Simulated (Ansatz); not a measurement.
```cif
data_structure
_symmetry_space_group_name_H-M 'P 1'
_symmetry_Int_Tables_number 1
_cell_length_a 6.7689
_cell_length_b 6.7689
_cell_length_c 6.7689
_cell_angle_alpha 90.072
_cell_angle_beta 90.072
_cell_angle_gamma 89.928
_cell_volume 310.14
loop_
_atom_site_label
_atom_site_type_symbol
_atom_site_fract_x
_atom_site_fract_y
_atom_site_fract_z
_atom_site_occupancy
Rb1 Rb 0.50000 0.00000 0.50000 1
Rb2 Rb 0.50000 0.50000 0.00000 1
Rb3 Rb 0.00000 0.50000 0.50000 1
Sr1 Sr 0.00000 0.00000 0.00000 1
Cl1 Cl 0.50000 0.50000 0.50000 1
```

Space group R-3m; a structure generated by program, which may or may not match a known phase.

All numbers below come from Ansatz, DFT PBE, scalar-relativistic, plane waves, PAW.

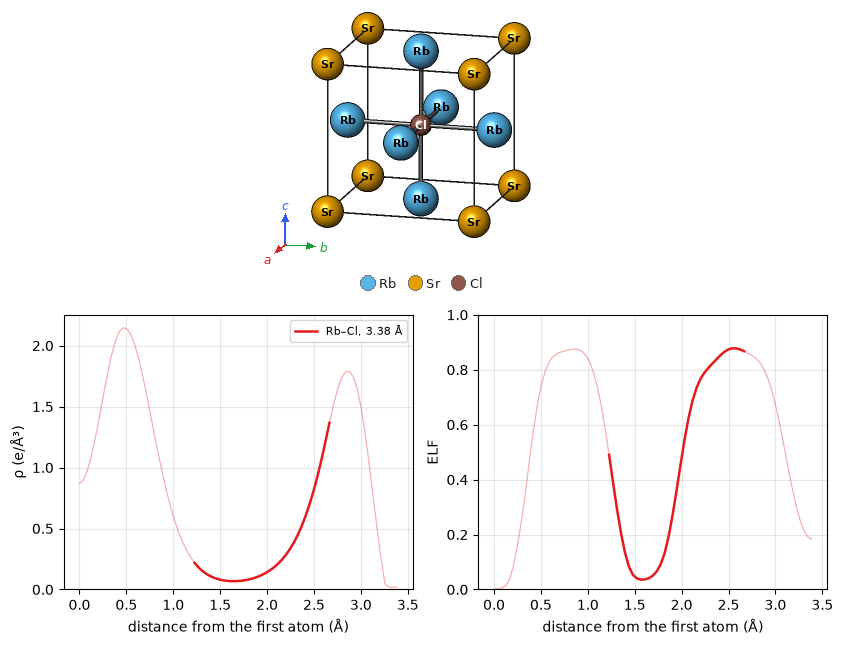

Rb3SrCl. Valence electron density and ELF along straight lines between neighbouring atoms. Thin, pale parts lie inside the atomic spheres. The structure is drawn too.

Core electrons are frozen (PAW), and the valence fields are smoothed inside the atomic spheres.

Question: What can be read from the curves?

Answer: Rb–Cl (3.38 Å): the density is about 0.07 e/Å³ at the midpoint; the ELF is about 0.05 at the midpoint: no localised pair shows between them.
